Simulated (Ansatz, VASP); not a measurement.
# Ta5Ni (Ni monolayer on Ta(100)): VASP beside Ansatz

Wanted: the spread between two codes on one cell, functional and k mesh. The structure shown is the end of the VASP relaxation below.

Main program and level: Ansatz 0.2.0; plane waves, with VASP 6.6.1 beside it; single point at PBE.

## Step 1: Starting point

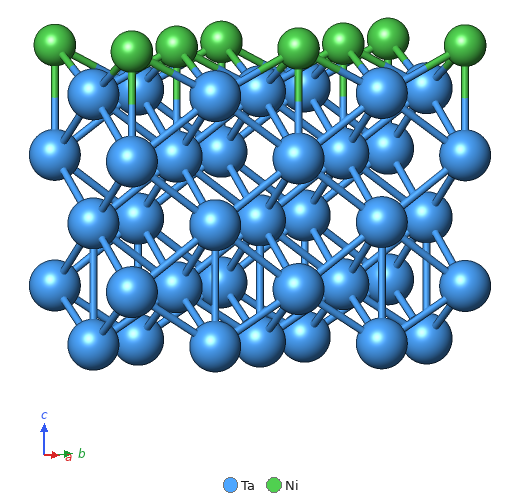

The starting structure, seen from the side, with the c axis up (tantalum blue, nickel green). 1×2×1 cells are drawn. Some periodic images of atoms are drawn too.

The cell holds 12 atoms: 10 Ta and 2 Ni. Its edges and angles: a = 4.681 Å, b = 4.681 Å, c = 25.006 Å, α = 90.0°, β = 90.0°, γ = 90.0°. Vacuum lies along c.

As a file:

```xyz
12
Lattice="4.6810 0.0000 0.0000 0.0000 4.6810 0.0000 0.0000 0.0000 25.0063" Properties=species:S:1:pos:R:3
Ta    0.0000    2.3405    8.7218
Ta    2.3405    0.0000    8.7218
Ta    0.0000    0.0000   10.1467
Ta    2.3405    2.3405   10.1467
Ta    0.0000    2.3405   11.8153
Ta    2.3405    0.0000   11.8153
Ta    0.0000    0.0000   13.4804
Ta    2.3405    2.3405   13.4804
Ta    0.0000    2.3405   15.1092
Ta    2.3405    0.0000   15.1092
Ni    0.0000    0.0000   16.2829
Ni    2.3405    2.3405   16.2829
```

## Step 2: VASP: relaxation, PBE

This run makes the geometry at which the two programs are then compared.

Lines of VASP's logs that name or quote its potential files are left out, and so is its time.

File INCAR:

```
SYSTEM = Ta5Ni
PREC = Normal
ENCUT = 300
EDIFF = 1E-05
NELM = 120
ISMEAR = -1
SIGMA = 0.1
LREAL = .FALSE.
ALGO = Fast
GGA = PE
NBANDS = 53
ISPIN = 2
MAGMOM = 0 0 0 0 0 0 0 0 0 0 1 1
LMAXMIX = 4
LORBIT = 11
LWAVE = .FALSE.
LCHARG = .FALSE.
KPAR = 4
IBRION = 2
NSW = 40
ISIF = 2
EDIFFG = -0.03
POTIM = 0.4
MAXMIX = 40
IDIPOL = 3
LDIPOL = .TRUE.
DIPOL = 0.5 0.5 0.504
```

File POSCAR:

```
Ta5Ni
1.0
    4.6810468915      0.0000000000      0.0000000000
    0.0000000000      4.6810468915      0.0000000000
    0.0000000000      0.0000000000     25.0063058824
Ta Ni
10 2
Direct
    0.0000000000      0.5000000000      0.3399142616
    0.5000000000      0.0000000000      0.3399142616
    0.0000000000      0.0000000000      0.4060975679
    0.5000000000      0.5000000000      0.4060975679
    0.0000000000      0.5000000000      0.4722808741
    0.5000000000      0.0000000000      0.4722808741
    0.0000000000      0.0000000000      0.5384641803
    0.5000000000      0.5000000000      0.5384641803
    0.0000000000      0.5000000000      0.6046474866
    0.5000000000      0.0000000000      0.6046474866
    0.0000000000      0.0000000000      0.6600857384
    0.5000000000      0.5000000000      0.6600857384
```

File KPOINTS:

```
Automatic mesh
0
Gamma
6 6 1
0 0 0
```

Potentials, in the order of the species: Ta and Ni (PBE family, release 64).

On the command line:

```console
> mpirun -np 4 vasp_std
```

Numbers of over 12 decimals in the logs are rounded to 6 here.

What it wrote:

```text
[banner, memory and clock lines left out]
running    4 mpi-ranks, on    1 nodes
 distrk:  each k-point on    1 cores,    4 groups
 distr:  one band on    1 cores,    1 groups

 POSCAR found type information on POSCAR TaNi
 POSCAR found :  2 types and      12 ions
 LDA part: xc-table for (Slater+PW92), standard interpolation
 POSCAR, INCAR and KPOINTS ok, starting setup
 FFT: planning ... GRIDC
 FFT: planning ... GRID_SOFT
 FFT: planning ... GRID
 WAVECAR not read
 entering main loop
       N       E                     dE             d eps       ncg     rms          rms(c)
DAV:   1     0.222758022710E+03    0.22276E+03   -0.18699E+04  2136   0.682E+02
DAV:   2    -0.978685629292E+02   -0.32063E+03   -0.29316E+03  2732   0.182E+02
DAV:   3    -0.138471206770E+03   -0.40603E+02   -0.38385E+02  2680   0.628E+01
DAV:   4    -0.141319606726E+03   -0.28484E+01   -0.27891E+01  3424   0.163E+01
DAV:   5    -0.141417602386E+03   -0.97996E-01   -0.97440E-01  3472   0.291E+00    0.572E+01
RMM:   6    -0.307380780774E+03   -0.16596E+03   -0.70648E+02  3271   0.121E+02    0.106E+02
RMM:   7    -0.203255661020E+03    0.10413E+03   -0.14277E+02  2388   0.400E+01    0.525E+01
RMM:   8    -0.278987690226E+03   -0.75732E+02   -0.15167E+02  2531   0.363E+01    0.414E+01
RMM:   9    -0.145693402377E+03    0.13329E+03   -0.87134E+01  2370   0.238E+01    0.680E+01
RMM:  10    -0.146619656399E+03   -0.92625E+00   -0.48695E+01  2393   0.342E+01    0.269E+01
RMM:  11    -0.137537782135E+03    0.90819E+01   -0.68926E+00  2283   0.111E+01    0.226E+01
RMM:  12    -0.132755634206E+03    0.47821E+01   -0.28680E+00  2409   0.424E+00    0.213E+01
RMM:  13    -0.132886556666E+03   -0.13092E+00   -0.11275E+00  2585   0.288E+00    0.208E+01
RMM:  14    -0.129475022681E+03    0.34115E+01   -0.16786E+00  2513   0.346E+00    0.188E+01
[...]
RMM:  35    -0.123635964714E+03   -0.63050E-03   -0.12253E-04  1874   0.228E-02    0.240E-02
RMM:  36    -0.123637125910E+03   -0.11612E-02   -0.11219E-04  1916   0.258E-02    0.337E-02
RMM:  37    -0.123637974594E+03   -0.84868E-03   -0.59808E-05  1648   0.219E-02    0.134E-02
RMM:  38    -0.123638465786E+03   -0.49119E-03   -0.25954E-05  1447   0.135E-02    0.128E-02
RMM:  39    -0.123638769643E+03   -0.30386E-03   -0.22015E-05  1421   0.183E-02    0.125E-02
RMM:  40    -0.123638797762E+03   -0.28120E-04   -0.12238E-05  1383   0.121E-02    0.910E-03
RMM:  41    -0.123638767330E+03    0.30432E-04   -0.55287E-06  1343   0.888E-03    0.924E-03
RMM:  42    -0.123638766583E+03    0.74728E-06   -0.32175E-06  1307   0.941E-03
   1 F= -.12363877E+03 E0= -.12340751E+03  d E =-.123639E+03  mag=     0.0024
[... from here on, the cycles between the ionic steps are left out ...]
   4 F= -.12419388E+03 E0= -.12397890E+03  d E =-.469351E-01  mag=    -0.0010
   5 F= -.12422689E+03 E0= -.12401360E+03  d E =-.799361E-01  mag=    -0.0007
   6 F= -.12425246E+03 E0= -.12404060E+03  d E =-.255787E-01  mag=    -0.0006
   7 F= -.12428015E+03 E0= -.12407353E+03  d E =-.532686E-01  mag=     0.0005
   8 F= -.12428085E+03 E0= -.12407345E+03  d E =-.539676E-01  mag=    -0.0003
   9 F= -.12428397E+03 E0= -.12407927E+03  d E =-.311422E-02  mag=    -0.0004
 trial-energy change:   -0.003114  1 .order   -0.002996   -0.009521    0.003530
 step:   1.8079(harm=  1.7823)  dis= 0.01338  next Energy=  -124.284424 (dE=-0.357E-02)
 bond charge predicted
       N       E                     dE             d eps       ncg     rms          rms(c)
DAV:   1    -0.124284546630E+03   -0.58903E-03   -0.21078E-01  2260   0.155E+00    0.144E-01
RMM:   2    -0.124284376597E+03    0.17003E-03   -0.12728E-03  2154   0.155E-01    0.110E-02
RMM:   3    -0.124284428670E+03   -0.52072E-04   -0.41763E-04  2561   0.638E-02    0.816E-03
RMM:   4    -0.124284437579E+03   -0.89088E-05   -0.71203E-05  2009   0.262E-02
  10 F= -.12428444E+03 E0= -.12407906E+03  d E =-.358463E-02  mag=    -0.0003
 curvature:  -1.32 expect dE=-0.338E-03 dE for cont linesearch -0.205E-06
 trial: gam= 0.07173 g(F)=  0.257E-03 g(S)=  0.000E+00 ort = 0.300E-04 (trialstep = 0.232E+01)
 search vector abs. value=  0.291E-03
 reached required accuracy - stopping structural energy minimisation
```

Parts of OUTCAR (step 2):

```text
ion  position               nearest neighbor table
   1  0.000  0.500  0.340-   3 2.87   4 2.87   3 2.87   4 2.87   2 3.31   2 3.31   2 3.31   2 3.31
                             5 3.31
   2  0.500  0.000  0.340-   3 2.87   4 2.87   4 2.87   3 2.87   1 3.31   1 3.31   1 3.31   1 3.31
                             6 3.31
   3  0.000  0.000  0.406-   5 2.87   6 2.87   5 2.87   6 2.87   1 2.87   1 2.87   2 2.87   2 2.87
                             7 3.31   4 3.31   4 3.31   4 3.31   4 3.31
   4  0.500  0.500  0.406-   5 2.87   6 2.87   6 2.87   5 2.87   2 2.87   1 2.87   1 2.87   2 2.87
                             8 3.31   3 3.31   3 3.31   3 3.31   3 3.31
   5  0.000  0.500  0.472-   7 2.87   8 2.87   7 2.87   8 2.87   3 2.87   3 2.87   4 2.87   4 2.87
                             6 3.31   6 3.31   6 3.31   6 3.31   9 3.31   1 3.31
   6  0.500  0.000  0.472-   7 2.87   8 2.87   8 2.87   7 2.87   4 2.87   3 2.87   3 2.87   4 2.87
                             5 3.31   5 3.31   5 3.31   5 3.31  10 3.31   2 3.31
   7  0.000  0.000  0.538-   5 2.87   6 2.87   5 2.87   6 2.87   9 2.87   9 2.87  10 2.87  10 2.87
                            11 3.04   3 3.31   8 3.31   8 3.31   8 3.31   8 3.31
   8  0.500  0.500  0.538-   5 2.87   6 2.87   6 2.87   5 2.87   9 2.87  10 2.87  10 2.87   9 2.87
                            12 3.04   4 3.31   7 3.31   7 3.31   7 3.31   7 3.31
   9  0.000  0.500  0.605-  11 2.72  12 2.72  11 2.72  12 2.72   7 2.87   7 2.87   8 2.87   8 2.87
                            10 3.31  10 3.31  10 3.31  10 3.31   5 3.31
  10  0.500  0.000  0.605-  11 2.72  12 2.72  12 2.72  11 2.72   8 2.87   7 2.87   7 2.87   8 2.87
                             9 3.31   9 3.31   9 3.31   9 3.31   6 3.31
  11  0.000  0.000  0.660-   9 2.72  10 2.72   9 2.72  10 2.72   7 3.04
  12  0.500  0.500  0.660-   9 2.72  10 2.72  10 2.72   9 2.72   8 3.04

  LATTYP: Found a simple tetragonal cell.
 ALAT       =     4.6810468915
 C/A-ratio  =     5.3420327679

 Subroutine GETGRP returns: Found  8 space group operations
 (whereof  8 operations were pure point group operations)

The static configuration has the point symmetry C_4v.

 Found     10 irreducible k-points:

   k-points           NKPTS =     10   k-points in BZ     NKDIM =     10   number of bands    NBANDS=     53

   dimension x,y,z NGX =    20 NGY =   20 NGZ =  108
   dimension x,y,z NGXF=    40 NGYF=   40 NGZF=  216

   ENCUT  =  300.0 eV  22.05 Ry    4.70 a.u.   6.61  6.61 35.32*2*pi/ulx,y,z

   NELECT =      70.0000    total number of electrons

 k-points in reciprocal lattice and weights: Automatic mesh
   0.00000000  0.00000000  0.00000000       0.028
   0.16666667  0.00000000  0.00000000       0.111
   0.33333333  0.00000000  0.00000000       0.111
   0.50000000  0.00000000  0.00000000       0.056
   0.16666667  0.16666667  0.00000000       0.111
   0.33333333  0.16666667  0.00000000       0.222
   0.50000000  0.16666667  0.00000000       0.111
   0.33333333  0.33333333  0.00000000       0.111
   0.50000000  0.33333333  0.00000000       0.111
   0.50000000  0.50000000  0.00000000       0.028

 dipolmoment           0.000000      0.000000      0.095648 electrons x Angstroem

 average (electrostatic) potential at core
       1 -41.8039       2 -41.8039       3 -40.8323       4 -40.8323       5 -41.0819
       6 -41.0819       7 -41.0367       8 -41.0367       9 -41.7473      10 -41.7473
      11 -91.4742      12 -91.4742

 E-fermi :  -0.1497

 spin component 1
 k-point     1 :       0.0000    0.0000    0.0000
  band No.  band energies     occupation
    ...
     29      -0.8764      0.99930
     30      -0.7404      0.99729
     31      -0.4100      0.93105
     32      -0.4100      0.93105
     33      -0.1766      0.56670
     34       0.3213      0.00892
     35       0.3213      0.00892
     36       0.3557      0.00634
     37       0.5378      0.00103
     38       0.5378      0.00103
    ...

 k-point     2 :       0.1667    0.0000    0.0000
  band No.  band energies     occupation
    ...
     29      -0.9516      0.99967
     30      -0.8723      0.99927
     31      -0.7168      0.99657
     32      -0.5262      0.97735
     33      -0.5028      0.97156
     34      -0.0133      0.20352
     35       0.0156      0.16059
     36       0.1268      0.05919
     37       0.2931      0.01179
     38       0.5960      0.00058
    ...

 k-point     3 :       0.3333    0.0000    0.0000
  band No.  band energies     occupation
    ...
     31      -1.0091      0.99981
     32      -0.9507      0.99967
     33      -0.5991      0.98894
     34      -0.5391      0.98004
     35      -0.4653      0.95912
     36      -0.1392      0.47378
     37      -0.1368      0.46774
     38       0.1021      0.07457
     39       0.4615      0.00221
     40       0.5134      0.00132
    ...

 k-point     4 :       0.5000    0.0000    0.0000
  band No.  band energies     occupation
    ...
     32      -1.0816      0.99991
     33      -0.9093      0.99950
     34      -0.9093      0.99950
     35      -0.7472      0.99746
     36      -0.7472      0.99746
     37      -0.0804      0.33333
     38      -0.0804      0.33333
     39       0.4064      0.00383
     40       0.4064      0.00383
     41       0.6183      0.00046
    ...

 k-point     5 :       0.1667    0.1667    0.0000
  band No.  band energies     occupation
    ...
     31      -0.6626      0.99411
     32      -0.5785      0.98645
     33      -0.5563      0.98313
     34      -0.4345      0.94520
     35      -0.2915      0.80490
     36      -0.1026      0.38423
     37       0.2128      0.02596
     38       0.3574      0.00623
     39       0.5621      0.00081
     40       0.6560      0.00032
    ...

 k-point     6 :       0.3333    0.1667    0.0000
  band No.  band energies     occupation
    ...
     31      -0.7298      0.99698
     32      -0.6960      0.99577
     33      -0.5929      0.98825
     34      -0.5066      0.97258
     35      -0.4233      0.93906
     36      -0.1473      0.49396
     37      -0.0248      0.22277
     38       0.1425      0.05104
     39       0.2776      0.01375
     40       0.3711      0.00544
    ...

  Total       -6.2760754     -6.2760754     -0.5962898      0.0000000      0.0000000      0.0000000
  in kB      -18.3511471    -18.3511471     -1.7435420      0.0000000      0.0000000      0.0000000
  external PRESSURE =     -12.8152787 kB  Pullay stress =       0.0000000 kB

  energy-cutoff  :      300.00
  volume of cell :      547.94
      direct lattice vectors                 reciprocal lattice vectors
     4.681046892  0.000000000  0.000000000     0.213627426  0.000000000  0.000000000
     0.000000000  4.681046892  0.000000000     0.000000000  0.213627426  0.000000000
     0.000000000  0.000000000 25.006305882     0.000000000  0.000000000  0.039989913

 POSITION                                       TOTAL-FORCE (eV/Angst)
 -----------------------------------------------------------------------------------
      0.00000      2.34052      8.72176         0.000000     -0.000000      0.010764
      2.34052      0.00000      8.72176         0.000000     -0.000000      0.010764
      0.00000      0.00000     10.14667         0.000000     -0.000000      0.029648
      2.34052      2.34052     10.14667         0.000000     -0.000000      0.029648
      0.00000      2.34052     11.81532         0.000000     -0.000000     -0.025898
      2.34052      0.00000     11.81532         0.000000     -0.000000     -0.025898
      0.00000      0.00000     13.48042         0.000000     -0.000000     -0.019209
      2.34052      2.34052     13.48042         0.000000     -0.000000     -0.019209
      0.00000      2.34052     15.10921         0.000000     -0.000000      0.027644
      2.34052      0.00000     15.10921         0.000000     -0.000000      0.027644
      0.00000      0.00000     16.28292         0.000000      0.000000     -0.022950
      2.34052      2.34052     16.28292        -0.000000      0.000000     -0.022950
 -----------------------------------------------------------------------------------
    total drift:                               -0.000000      0.000000     -0.008684

  FREE ENERGIE OF THE ION-ELECTRON SYSTEM (eV)
  ---------------------------------------------------
  free  energy   TOTEN  =      -124.2844375786 eV

  energy  without entropy=     -123.8736767980  energy(sigma->0) =     -124.07905719

 reached required accuracy - stopping structural energy minimisation

 vacuum level on the upper side and lower side of the slab         4.345         3.575

 total charge
# of ion       s       p       d       tot
------------------------------------------
    1        0.748   0.479   3.233   4.460
    2        0.748   0.479   3.233   4.460
    3        0.737   0.725   3.538   4.999
    4        0.737   0.725   3.538   4.999
    5        0.702   0.740   3.351   4.793
    6        0.702   0.740   3.351   4.793
    7        0.714   0.715   3.409   4.839
    8        0.714   0.715   3.409   4.839
    9        0.710   0.665   3.242   4.617
   10        0.710   0.665   3.242   4.617
   11        0.537   0.278   8.361   9.175
   12        0.537   0.278   8.361   9.175
--------------------------------------------------
tot          8.295   7.204  50.265  65.764

 magnetization (x)
# of ion       s       p       d       tot
------------------------------------------
    1        0.000   0.000   0.000   0.000
    2        0.000   0.000   0.000   0.000
    3        0.000  -0.000   0.000   0.000
    4        0.000  -0.000   0.000   0.000
    5        0.000  -0.000  -0.000  -0.000
    6        0.000  -0.000  -0.000  -0.000
    7       -0.000  -0.000  -0.000  -0.000
    8       -0.000  -0.000  -0.000  -0.000
    9       -0.000  -0.000  -0.000  -0.000
   10       -0.000  -0.000  -0.000  -0.000
   11       -0.000  -0.000  -0.000  -0.000
   12       -0.000  -0.000  -0.000  -0.000
--------------------------------------------------
tot         -0.000  -0.000  -0.000  -0.000

[... 6 further parts left out ...]
```

CONTCAR:

```
Ta5Ni
   1.00000000000000
     4.6810468915000003    0.0000000000000000    0.0000000000000000
     0.0000000000000000    4.6810468915000003    0.0000000000000000
     0.0000000000000000    0.0000000000000000   25.0063058823999995
  Ta              Ni
    10     2
Direct
     0.0000000000000000    0.5000000000000000    0.3487823787051437
     0.5000000000000000    0.0000000000000000    0.3487823787051437
     0.0000000000000000    0.0000000000000000    0.4057645222128551
     0.5000000000000000    0.5000000000000000    0.4057645222128551
     0.0000000000000000    0.5000000000000000    0.4724937570557939
     0.5000000000000000    0.0000000000000000    0.4724937570557939
     0.0000000000000000    0.0000000000000000    0.5390808191351101
     0.5000000000000000    0.5000000000000000    0.5390808191351101
     0.0000000000000000    0.5000000000000000    0.6042158978594776
     0.5000000000000000    0.0000000000000000    0.6042158978594776
     0.0000000000000000    0.0000000000000000    0.6511527339316162
     0.5000000000000000    0.5000000000000000    0.6511527339316162
```

[end of part 1 of 2]

[Lines on the potential files, build, host, timing and source positions are cut from VASP's logs without a mark.]

[Logs are printed without paths, hosts, clocks, repeated set-up lines and the standing remarks that a program may print on its own settings, such as how far it seeks lower states.]

[Hosts, paths, dates, database ids (printed as entryN), source tags and the programs' standing remarks are cut or masked in the printed files.]
